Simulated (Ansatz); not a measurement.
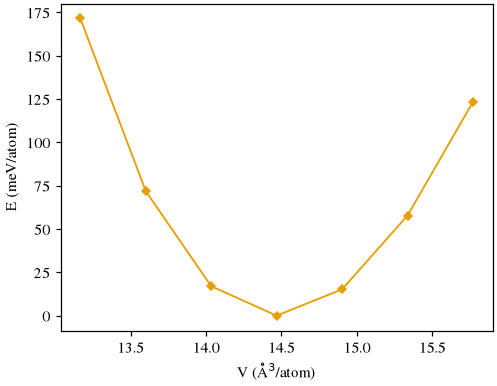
Fig. 1. Re (bcc (W type), Im-3m) under volume change, plane-wave PAW LDA (Ansatz code), scaled uniformly.

Q: What does a third-order Birch–Murnaghan fit give for V₀, B₀ and B′?

A: V₀ = 14.47 Å³/atom, B₀ = 395 GPa, B′ = 4.5.

The workflow started from a Materials Project entry (that database holds measured and hypothetical structures alike); the Crystallography Open Database copy checked does not list it. It is not the phase usual at ambient conditions (space group No. 194). Symmetry was held in the LDA relaxation. At this level the phase is mechanically unstable. No spin polarisation was allowed. Scalar-relativistic: spin–orbit coupling is off unless named, which matters more the heavier the elements.

Potentials: the later of the program's two PAW sets.
